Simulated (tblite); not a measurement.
## C₇H₅FO: geometry relaxation (part 1 of 4)

- system: C₇H₅FO
- method: GFN2-xTB geometry optimisation, gas phase (tblite 0.8.0)

It belongs to a series of runs on one base structure; here: H on C replaced by ethynyl.

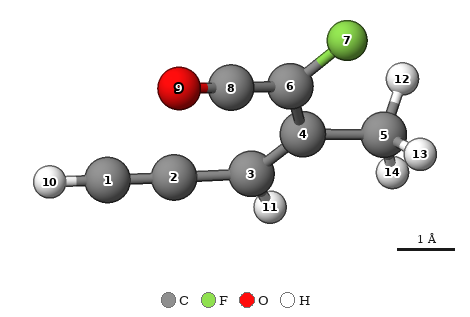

Fig. 1: The starting structure (ball-and-stick view, seen at a tilt; atoms are numbered from 1 in the order of the input). Bond lengths as drawn: C–C 1.21 to 1.52 Å, C–F 1.35 Å, C–H 1.06 to 1.10 Å and C–O 1.17 Å.

## Key numbers

- outcome: converged
- total energy: −712.8190 eV
- hardware: 1 CPU thread, shared host
- peak memory: 0.18 GiB

## Input
```
{"job": {"kind": "relax", "xc": "GFN2-xTB", "basis": "xTB"}, "charge": 0, "multiplicity": 1}
C      2.943400     0.526800    -0.636900
C      1.868600    -0.026600    -0.651700
C      0.633200    -0.711500    -0.656300
C     -0.486600    -0.319300    -0.004500
C     -1.730400    -1.181000    -0.084900
C     -0.660300     0.848800     0.849300
F     -1.775800     0.883300     1.609100
C      0.120500     1.903500     0.874300
O      0.797000     2.858100     0.899300
H      3.864300     1.041700    -0.619400
H      0.598300    -1.618200    -1.259700
H     -2.011600    -1.571600     0.895100
H     -2.572500    -0.593100    -0.477400
H     -1.588800    -2.041300    -0.758500
```

The first line tells a small driver script what to run in tblite; the rest is the geometry in Å.

Run as:
```bash
OMP_NUM_THREADS=1 python <driver script> task.json out
```

## What the program printed
```
step      E/eV     max force
  0    -712.71980    1.055
  1    -712.73063    2.413
  2    -712.75665    0.675
  3    -712.76414    0.260
  4    -712.76858    0.275
  5    -712.77200    0.881
  6    -712.77752    0.260
  7    -712.77983    0.202
  8    -712.78311    0.195
  9    -712.78512    0.180
 10    -712.78694    0.114
 11    -712.78844    0.105
 12    -712.79051    0.166
 13    -712.79268    0.184
 14    -712.79435    0.125
 15    -712.79545    0.104
 16    -712.79647    0.125
 17    -712.79758    0.121
 18    -712.79860    0.079
 19    -712.79954    0.078
 20    -712.80066    0.129
 21    -712.80206    0.164
 22    -712.80349    0.138
 23    -712.80460    0.074
 24    -712.80545    0.086
 25    -712.80635    0.143
 26    -712.80728    0.137
 27    -712.80794    0.070
 28    -712.80834    0.045
 29    -712.80868    0.072
 30    -712.80909    0.089
 31    -712.80960    0.077
 32    -712.81016    0.073
 33    -712.81081    0.077
 34    -712.81165    0.107
 35    -712.81259    0.126
 36    -712.81335    0.080
 37    -712.81380    0.055
 38    -712.81408    0.053
 39    -712.81433    0.066
 40    -712.81455    0.048
 41    -712.81470    0.025
 42    -712.81480    0.026
 43    -712.81488    0.029
 44    -712.81497    0.028
 45    -712.81507    0.028
 46    -712.81516    0.025
 47    -712.81524    0.025
 48    -712.81534    0.027
 49    -712.81550    0.045
 50    -712.81570    0.051
 51    -712.81587    0.033
 52    -712.81596    0.023
 53    -712.81603    0.026
 54    -712.81614    0.042
 55    -712.81633    0.068
 56    -712.81661    0.074
 57    -712.81688    0.061
 58    -712.81707    0.036
 59    -712.81723    0.039
 60    -712.81745    0.066
 61    -712.81784    0.095
 62    -712.81820    0.085
 63    -712.81842    0.035
 64    -712.81856    0.032
 65    -712.81869    0.040
 66    -712.81879    0.030
 67    -712.81885    0.035
 68    -712.81888    0.020
 69    -712.81891    0.017
 70    -712.81893    0.020
 71    -712.81895    0.013
 72    -712.81897    0.010
 73    -712.81898    0.013
 74    -712.81900    0.014
 75    -712.81900    0.010
 76    -712.81901    0.005
```

## Trajectory as extended XYZ (Å, eV, eV/Å), 57 of the 77 frames kept, from step=0 to step=76
```
14
Properties=species:S:1:pos:R:3:forces:R:3 step=0 energy=-712.71980
C     2.9434    0.5268   -0.6369   -0.4480  -0.1560   0.0120
C     1.8686   -0.0266   -0.6517    0.2020   0.2380   0.1390
C     0.6332   -0.7115   -0.6563   -0.0410   0.3970   0.1270
C    -0.4866   -0.3193   -0.0045   -0.1890  -0.8360  -0.1740
C    -1.7304   -1.1810   -0.0849   -0.0330  -0.0900  -0.4020
C    -0.6603    0.8488    0.8493    0.6160  -0.1760  -0.6300
F    -1.7758    0.8833    1.6091   -0.4890  -0.0110   0.3400
C     0.1205    1.9035    0.8743    0.6210   0.8510   0.0570
O     0.7970    2.8581    0.8993   -0.4130  -0.7550  -0.0460
H     3.8643    1.0417   -0.6194   -0.2020  -0.1520  -0.0280
H     0.5983   -1.6182   -1.2597    0.0300   0.2500   0.1730
H    -2.0116   -1.5716    0.8951    0.0470   0.1640  -0.0470
H    -2.5725   -0.5931   -0.4774    0.2150  -0.1200   0.2120
H    -1.5888   -2.0413   -0.7585    0.0830   0.3940   0.2660
14
Properties=species:S:1:pos:R:3:forces:R:3 step=1 energy=-712.73063
C     2.9370    0.5245   -0.6367    0.6740   0.4330   0.0300
C     1.8715   -0.0232   -0.6497   -0.8790  -0.2870   0.1420
C     0.6326   -0.7059   -0.6545    0.1210   0.1460  -0.0580
C    -0.4893   -0.3313   -0.0069   -0.1360  -0.3240   0.0270
C    -1.7308   -1.1823   -0.0906   -0.0450  -0.0690  -0.0390
C    -0.6515    0.8463    0.8403    0.4390   0.2590  -0.2770
F    -1.7828    0.8831    1.6140    0.0350   0.0280   0.0030
C     0.1293    1.9157    0.8751   -1.3650  -1.9890  -0.0590
O     0.7911    2.8473    0.8986    1.1380   1.4700   0.0310
H     3.8614    1.0395   -0.6198   -0.2870  -0.2060  -0.0330
H     0.5987   -1.6146   -1.2573    0.0690   0.2670   0.1630
H    -2.0110   -1.5693    0.8944    0.0540   0.1660  -0.1120
H    -2.5695   -0.5948   -0.4743    0.0890  -0.0250   0.1240
H    -1.5876   -2.0356   -0.7547    0.0920   0.1310   0.0580
14
Properties=species:S:1:pos:R:3:forces:R:3 step=3 energy=-712.76414
C     2.9367    0.5267   -0.6361   -0.0800   0.0290   0.0190
C     1.8649   -0.0214   -0.6452   -0.1530   0.1050   0.1400
C     0.6331   -0.7021   -0.6554   -0.0760   0.0860   0.0270
C    -0.4927   -0.3414   -0.0068    0.0140  -0.0970   0.0220
C    -1.7320   -1.1839   -0.0918   -0.0100  -0.0450  -0.0040
C    -0.6483    0.8421    0.8324   -0.0060   0.0050  -0.0820
F    -1.7816    0.8833    1.6137    0.1580  -0.0100  -0.1030
C     0.1248    1.9063    0.8744    0.1640   0.0380  -0.0600
O     0.7987    2.8542    0.8987   -0.1020  -0.2390   0.0000
H     3.8564    1.0354   -0.6207   -0.0630  -0.0750  -0.0240
H     0.6007   -1.6074   -1.2528    0.0830   0.0990   0.0380
H    -2.0096   -1.5646    0.8916    0.0050   0.0830   0.0070
H    -2.5671   -0.5954   -0.4708   -0.0040   0.0340   0.0580
H    -1.5848   -2.0321   -0.7532    0.0700  -0.0140  -0.0380
14
Properties=species:S:1:pos:R:3:forces:R:3 step=4 energy=-712.76858
C     2.9348    0.5277   -0.6356   -0.2660  -0.0690   0.0190
C     1.8606   -0.0188   -0.6414    0.0520   0.2070   0.1260
C     0.6318   -0.7001   -0.6554   -0.0620   0.0680   0.0370
C    -0.4931   -0.3449   -0.0060   -0.0390  -0.0140   0.0460
C    -1.7326   -1.1851   -0.0914    0.0110  -0.0300  -0.0710
C    -0.6495    0.8402    0.8296    0.1780   0.1180  -0.1180
F    -1.7771    0.8832    1.6109    0.0290  -0.0060  -0.0210
C     0.1272    1.9049    0.8730   -0.0290  -0.2480  -0.0740
O     0.7988    2.8516    0.8987    0.0270  -0.0540   0.0030
H     3.8541    1.0330   -0.6214   -0.0020  -0.0360  -0.0190
H     0.6029   -1.6036   -1.2510    0.0810   0.0220  -0.0170
H    -2.0091   -1.5618    0.8908   -0.0200   0.0300   0.0750
H    -2.5668   -0.5947   -0.4689   -0.0060   0.0280   0.0420
H    -1.5827   -2.0321   -0.7540    0.0450  -0.0170  -0.0250
14
Properties=species:S:1:pos:R:3:forces:R:3 step=5 energy=-712.77200
C     2.9225    0.5276   -0.6339    0.7600   0.4450   0.0210
C     1.8527   -0.0067   -0.6290   -0.8180  -0.2550   0.0790
C     0.6275   -0.6940   -0.6552    0.0550   0.0800   0.0780
C    -0.4959   -0.3543   -0.0029   -0.0450   0.1510   0.0050
C    -1.7337   -1.1885   -0.0919    0.0210   0.0100  -0.1220
C    -0.6485    0.8368    0.8193    0.2450   0.1020  -0.1020
F    -1.7658    0.8828    1.6038   -0.1950   0.0110   0.1220
C     0.1323    1.8963    0.8680    0.0440  -0.1830  -0.0860
O     0.8005    2.8451    0.8989    0.0430  -0.0230  -0.0020
H     3.8485    1.0264   -0.6235   -0.0880  -0.0670  -0.0090
H     0.6101   -1.5933   -1.2464    0.0860  -0.1470  -0.1410
H    -2.0082   -1.5540    0.8903   -0.0680  -0.0900   0.1810
H    -2.5660   -0.5926   -0.4633   -0.0200   0.0130  -0.0130
H    -1.5766   -2.0319   -0.7563   -0.0190  -0.0450  -0.0120
14
Properties=species:S:1:pos:R:3:forces:R:3 step=7 energy=-712.77983
C     2.9234    0.5315   -0.6328   -0.1630  -0.0280   0.0230
C     1.8442   -0.0017   -0.6233    0.0900   0.1720   0.0550
C     0.6257   -0.6925   -0.6535    0.0330  -0.0710  -0.0210
C    -0.4976   -0.3530   -0.0027   -0.0970   0.0310  -0.0460
C    -1.7340   -1.1893   -0.0934   -0.0250  -0.0170   0.0180
C    -0.6455    0.8368    0.8153    0.0100   0.0380   0.0260
F    -1.7664    0.8832    1.6041   -0.0530   0.0320   0.0360
C     0.1373    1.8917    0.8642    0.0630  -0.0940  -0.0500
O     0.8019    2.8421    0.8989    0.0890   0.0280  -0.0070
H     3.8474    1.0243   -0.6242    0.0570   0.0220  -0.0020
H     0.6145   -1.5941   -1.2488    0.0700  -0.0380  -0.0610
H    -2.0096   -1.5542    0.8941   -0.0290  -0.0510   0.0350
H    -2.5666   -0.5916   -0.4624   -0.0140  -0.0100  -0.0190
H    -1.5754   -2.0336   -0.7576   -0.0300  -0.0150   0.0130
14
Properties=species:S:1:pos:R:3:forces:R:3 step=8 energy=-712.78311
C     2.9195    0.5351   -0.6309   -0.1630  -0.0340   0.0240
C     1.8368    0.0084   -0.6151    0.1380   0.1370   0.0160
C     0.6243   -0.6925   -0.6527   -0.0150  -0.0610  -0.0160
C    -0.5017   -0.3526   -0.0041   -0.0080  -0.0610  -0.0980
C    -1.7354   -1.1910   -0.0934   -0.0720  -0.0320   0.0740
C    -0.6438    0.8373    0.8122   -0.1410  -0.0800   0.0600
F    -1.7661    0.8845    1.6040    0.0370   0.0580  -0.0120
C     0.1451    1.8847    0.8587    0.1390   0.1210   0.0080
O     0.8056    2.8389    0.8988    0.0580  -0.0490  -0.0230
H     3.8471    1.0221   -0.6253    0.0340   0.0290   0.0070
H     0.6215   -1.5942   -1.2520    0.0590   0.0310  -0.0070
H    -2.0115   -1.5548    0.8978   -0.0040  -0.0300  -0.0630
H    -2.5676   -0.5907   -0.4615   -0.0110  -0.0450  -0.0170
H    -1.5745   -2.0355   -0.7588   -0.0510   0.0150   0.0460
14
Properties=species:S:1:pos:R:3:forces:R:3 step=10 energy=-712.78694
C     2.9118    0.5422   -0.6267    0.0290   0.0460   0.0190
C     1.8253    0.0269   -0.6017   -0.0110  -0.0320  -0.0400
C     0.6219   -0.6931   -0.6517    0.0240   0.0170  -0.0150
C    -0.5083   -0.3559   -0.0097    0.0010  -0.0330   0.0000
C    -1.7407   -1.1952   -0.0914   -0.0310  -0.0020   0.0200
C    -0.6442    0.8359    0.8079   -0.0320  -0.0410  -0.0030
F    -1.7634    0.8896    1.6031    0.0640   0.0740  -0.0240
C     0.1594    1.8753    0.8513    0.0090   0.0770   0.0590
O     0.8158    2.8325    0.8971    0.0580  -0.0900  -0.0380
H     3.8461    1.0192   -0.6264   -0.0230   0.0340   0.0230
H     0.6353   -1.5918   -1.2563    0.0440   0.0580   0.0240
H    -2.0145   -1.5566    0.9006   -0.0070  -0.0370  -0.0570
H    -2.5697   -0.5919   -0.4603   -0.0450  -0.0620  -0.0180
H    -1.5756   -2.0375   -0.7579   -0.0810  -0.0080   0.0500
14
Properties=species:S:1:pos:R:3:forces:R:3 step=11 energy=-712.78844
C     2.9092    0.5458   -0.6247    0.0800   0.0640   0.0150
C     1.8217    0.0333   -0.5979   -0.0500  -0.0770  -0.0510
C     0.6217   -0.6931   -0.6516    0.0120   0.0580   0.0030
C    -0.5108   -0.3579   -0.0121    0.0120   0.0020   0.0480
C    -1.7435   -1.1968   -0.0902    0.0030   0.0150  -0.0250
C    -0.6446    0.8350    0.8065    0.0570   0.0140  -0.0360
F    -1.7615    0.8935    1.6026    0.0390   0.0650  -0.0130
C     0.1642    1.8726    0.8500   -0.0660  -0.0230   0.0480
O     0.8217    2.8288    0.8956    0.0710  -0.0680  -0.0340
H     3.8456    1.0192   -0.6262   -0.0360   0.0380   0.0280
H     0.6416   -1.5899   -1.2576    0.0350   0.0400   0.0170
H    -2.0159   -1.5586    0.9003   -0.0180  -0.0400  -0.0120
H    -2.5716   -0.5941   -0.4605   -0.0610  -0.0520  -0.0150
H    -1.5784   -2.0384   -0.7561   -0.0770  -0.0370   0.0270
14
Properties=species:S:1:pos:R:3:forces:R:3 step=12 energy=-712.79051
C     2.9061    0.5511   -0.6216    0.1020   0.0650   0.0100
C     1.8179    0.0406   -0.5946   -0.0590  -0.1000  -0.0540
C     0.6218   -0.6924   -0.6516   -0.0310   0.0970   0.0300
C    -0.5139   -0.3601   -0.0146    0.0430   0.0330   0.0790
C    -1.7473   -1.1984   -0.0890    0.0310   0.0190  -0.0670
C    -0.6444    0.8340    0.8045    0.1250   0.0680  -0.0570
F    -1.7584    0.9003    1.6019    0.0000   0.0440   0.0000
C     0.1695    1.8695    0.8496   -0.1100  -0.1240   0.0140
O     0.8312    2.8224    0.8927    0.0820  -0.0320  -0.0210
H     3.8446    1.0207   -0.6252   -0.0430   0.0470   0.0330
H     0.6505   -1.5868   -1.2592    0.0150   0.0130   0.0070
H    -2.0183   -1.5626    0.8995   -0.0280  -0.0280   0.0390
H    -2.5756   -0.5983   -0.4615   -0.0700  -0.0310  -0.0030
H    -1.5841   -2.0405   -0.7530   -0.0560  -0.0690  -0.0100
14
Properties=species:S:1:pos:R:3:forces:R:3 step=14 energy=-712.79435
C     2.9017    0.5625   -0.6152    0.0200   0.0100   0.0000
C     1.8133    0.0505   -0.5925    0.0180  -0.0460  -0.0280
C     0.6210   -0.6878   -0.6515   -0.0420   0.0600   0.0110
C    -0.5182   -0.3630   -0.0159    0.0190   0.0210   0.0560
C    -1.7538   -1.2012   -0.0885    0.0240  -0.0220  -0.0510
C    -0.6420    0.8336    0.8002    0.0540   0.0630  -0.0120
F    -1.7524    0.9162    1.6003   -0.0560  -0.0070   0.0050
C     0.1779    1.8629    0.8498    0.0030  -0.1090  -0.0620
O     0.8532    2.8064    0.8858    0.0600  -0.0010   0.0090
H     3.8415    1.0279   -0.6208   -0.0250   0.0660   0.0370
H     0.6676   -1.5797   -1.2613   -0.0450  -0.0070   0.0100
H    -2.0241   -1.5718    0.8985   -0.0180   0.0330   0.0490
H    -2.5873   -0.6088   -0.4637   -0.0250   0.0020   0.0300
H    -1.5990   -2.0483   -0.7474    0.0120  -0.0630  -0.0540
14
Properties=species:S:1:pos:R:3:forces:R:3 step=15 energy=-712.79545
C     2.9010    0.5656   -0.6135   -0.0210  -0.0110  -0.0010
C     1.8132    0.0515   -0.5933    0.0460  -0.0090  -0.0130
C     0.6202   -0.6853   -0.6515   -0.0190   0.0130  -0.0100
C    -0.5188   -0.3633   -0.0146   -0.0100  -0.0050   0.0140
C    -1.7550   -1.2023   -0.0893    0.0030  -0.0370  -0.0110
C    -0.6410    0.8343    0.7991   -0.0250   0.0140   0.0180
F    -1.7516    0.9205    1.5997   -0.0480  -0.0130  -0.0050
C     0.1808    1.8603    0.8489    0.0740  -0.0320  -0.0650
O     0.8600    2.8012    0.8840    0.0440  -0.0100   0.0120
H     3.8400    1.0318   -0.6186   -0.0140   0.0690   0.0360
H     0.6708   -1.5776   -1.2612   -0.0650  -0.0020   0.0160
H    -2.0260   -1.5734    0.8989   -0.0030   0.0500   0.0150
H    -2.5912   -0.6118   -0.4637    0.0080   0.0010   0.0360
H    -1.6031   -2.0520   -0.7470    0.0300  -0.0280  -0.0420
14
Properties=species:S:1:pos:R:3:forces:R:3 step=16 energy=-712.79647
C     2.9004    0.5682   -0.6121   -0.0420  -0.0200  -0.0020
C     1.8134    0.0518   -0.5941    0.0500   0.0190   0.0000
C     0.6191   -0.6827   -0.6518    0.0050  -0.0300  -0.0250
C    -0.5196   -0.3637   -0.0130   -0.0310  -0.0230  -0.0280
C    -1.7558   -1.2040   -0.0903   -0.0120  -0.0380   0.0280
C    -0.6405    0.8352    0.7983   -0.0820  -0.0330   0.0350
F    -1.7518    0.9237    1.5989   -0.0260  -0.0070  -0.0190
C     0.1846    1.8574    0.8467    0.1110   0.0370  -0.0450
O     0.8666    2.7966    0.8828    0.0290  -0.0290   0.0080
H     3.8383    1.0364   -0.6159   -0.0080   0.0660   0.0330
H     0.6720   -1.5757   -1.2607   -0.0780   0.0020   0.0180
H    -2.0276   -1.5736    0.8996    0.0100   0.0510  -0.0170
H    -2.5943   -0.6142   -0.4629    0.0360  -0.0040   0.0320
H    -1.6056   -2.0557   -0.7477    0.0380   0.0100  -0.0180
14
Properties=species:S:1:pos:R:3:forces:R:3 step=18 energy=-712.79860
C     2.8984    0.5742   -0.6090   -0.0260  -0.0050   0.0000
C     1.8132    0.0540   -0.5946   -0.0100   0.0300   0.0150
C     0.6166   -0.6783   -0.6528    0.0260  -0.0650  -0.0150
C    -0.5229   -0.3656   -0.0116   -0.0220  -0.0080  -0.0660
C    -1.7579   -1.2097   -0.0915   -0.0010   0.0070   0.0510
C    -0.6414    0.8364    0.7971   -0.0510  -0.0570   0.0070
F    -1.7537    0.9307    1.5961    0.0240   0.0190  -0.0390
C     0.1972    1.8491    0.8394    0.0370   0.0540   0.0260
O     0.8840    2.7852    0.8805    0.0120  -0.0640  -0.0130
H     3.8333    1.0495   -0.6084   -0.0230   0.0440   0.0280
H     0.6708   -1.5722   -1.2593   -0.0760  -0.0170  -0.0030
H    -2.0307   -1.5715    0.9011    0.0250   0.0070  -0.0260
H    -2.5987   -0.6196   -0.4592    0.0510  -0.0060  -0.0010
H    -1.6087   -2.0628   -0.7499    0.0350   0.0610   0.0350
14
Properties=species:S:1:pos:R:3:forces:R:3 step=19 energy=-712.79954
C     2.8970    0.5771   -0.6075   -0.0060   0.0090   0.0020
C     1.8123    0.0559   -0.5942   -0.0460   0.0120   0.0140
C     0.6157   -0.6776   -0.6534    0.0170  -0.0470   0.0030
C    -0.5249   -0.3665   -0.0127    0.0050   0.0160  -0.0470
C    -1.7589   -1.2121   -0.0911    0.0180   0.0360   0.0280
C    -0.6423    0.8361    0.7963    0.0160  -0.0290  -0.0240
F    -1.7544    0.9344    1.5941    0.0290   0.0260  -0.0390
C     0.2033    1.8450    0.8363   -0.0380   0.0030   0.0500
O     0.8929    2.7788    0.8791    0.0160  -0.0600  -0.0180
H     3.8304    1.0567   -0.6042   -0.0390   0.0300   0.0260
H     0.6685   -1.5712   -1.2590   -0.0600  -0.0350  -0.0210
H    -2.0316   -1.5704    0.9016    0.0250  -0.0220   0.0020
H    -2.5995   -0.6221   -0.4574    0.0330   0.0040  -0.0190
H    -1.6092   -2.0646   -0.7501    0.0300   0.0560   0.0450
14
Properties=species:S:1:pos:R:3:forces:R:3 step=20 energy=-712.80066
C     2.8951    0.5803   -0.6059    0.0090   0.0220   0.0050
C     1.8108    0.0582   -0.5936   -0.0710  -0.0120   0.0070
C     0.6151   -0.6779   -0.6540    0.0000  -0.0190   0.0170
C    -0.5269   -0.3671   -0.0149    0.0370   0.0370  -0.0110
C    -1.7595   -1.2141   -0.0900    0.0350   0.0590  -0.0050
C    -0.6429    0.8354    0.7952    0.0830   0.0130  -0.0500
F    -1.7548    0.9390    1.5911    0.0200   0.0250  -0.0330
C     0.2093    1.8404    0.8338   -0.1010  -0.0550   0.0580
O     0.9032    2.7708    0.8773    0.0240  -0.0420  -0.0170
H     3.8263    1.0655   -0.5989   -0.0580   0.0150   0.0220
H     0.6644   -1.5711   -1.2591   -0.0330  -0.0510  -0.0380
H    -2.0321   -1.5696    0.9022    0.0250  -0.0440   0.0370
H    -2.5997   -0.6248   -0.4559    0.0040   0.0180  -0.0350
H    -1.6090   -2.0655   -0.7494    0.0250   0.0340   0.0420
14
Properties=species:S:1:pos:R:3:forces:R:3 step=22 energy=-712.80349
C     2.8891    0.5883   -0.6017   -0.0130   0.0260   0.0140
C     1.8062    0.0623   -0.5935   -0.0540  -0.0560  -0.0170
C     0.6141   -0.6809   -0.6556   -0.0320   0.0160   0.0040
C    -0.5295   -0.3667   -0.0207    0.0630   0.0250   0.0650
C    -1.7592   -1.2155   -0.0869    0.0230   0.0540  -0.0420
C    -0.6420    0.8333    0.7909    0.1070   0.0760  -0.0420
F    -1.7549    0.9519    1.5810   -0.0240  -0.0020  -0.0160
C     0.2200    1.8296    0.8318   -0.0780  -0.0780   0.0290
O     0.9299    2.7474    0.8718    0.0310   0.0180   0.0070
H     3.8124    1.0898   -0.5836   -0.0780  -0.0130   0.0120
H     0.6507   -1.5739   -1.2613    0.0400  -0.0480  -0.0470
H    -2.0309   -1.5701    0.9051    0.0330  -0.0410   0.0600
H    -2.5998   -0.6304   -0.4545   -0.0390   0.0450  -0.0430
H    -1.6068   -2.0656   -0.7450    0.0210  -0.0210   0.0170
```
